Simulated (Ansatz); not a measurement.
Breaking the Zn1–H2 bond in FHZn (SMILES [F][ZnH]) (multiplicity 1 held, fragments rigid). Energies count from the point at 1.505 Å.
Geometry at that point (charge 0, multiplicity 1):
```xyz
3

Zn     0.000     0.000    -0.358
H      0.000     0.000    -1.864
F      0.000     0.000     1.401
```

Restricted levels (R-, RO-) in cc, def2 and unpolarised 6-31G sets keep to the state of the molecule at rest. U- levels take the lowest unrestricted solution at each point, which mixes spins at long bonds. Active spaces are followed from a long bond inwards. Levels need not reach the same state.

Cores are frozen in the correlated methods.

Run with Ansatz (Gaussian basis) for Hartree–Fock, density functionals and correlated methods. Values without a source in brackets are computed.

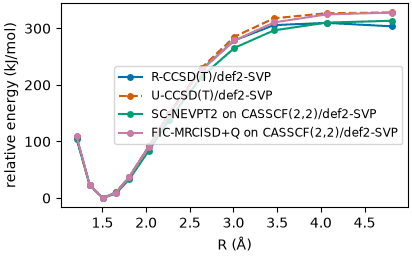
Fig. 1. Relative energy along the coordinate

Doubts at one or more of the structures used: a restricted determinant that unrestricted orbitals would lower (R-CCSD(T)/def2-SVP); other coupled-cluster roots lie near (R-CCSD(T)/def2-SVP); T1 above 0.05 (R-CCSD(T)/def2-SVP, U-CCSD(T)/def2-SVP); a spin-contaminated determinant (U-CCSD(T)/def2-SVP).

Ansatz is an electronic-structure program.
